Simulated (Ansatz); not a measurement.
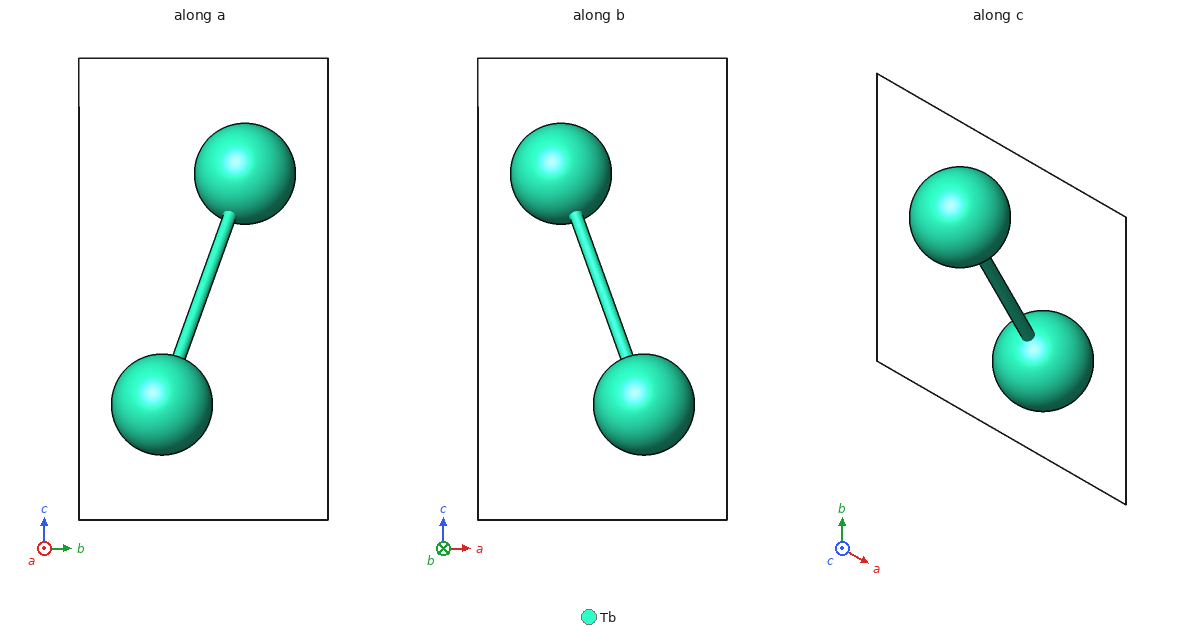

The image is a ball-and-stick drawing of a crystal, viewed along the a axis, along the b axis and along the c axis. The lines enclose the conventional unit cell; boundary atoms appear with their images.

Lattice parameters: a = 3.458 Å, b = 3.458 Å, c = 5.550 Å, α = 90.00°, β = 90.00°, γ = 120.00°.

### From the views, write a table of Wyckoff sites.

Space group P6_3/mmc (No. 194).
```tsv
atom	site	x	y	z
Tb	2d	0.3333	0.6667	0.7500
```

The cell started as the standard structure of this element. The picture shows the end point of a geometry optimisation with DFT PBEsol, scalar-relativistic, plane waves, PAW (Ansatz 0.2.0).
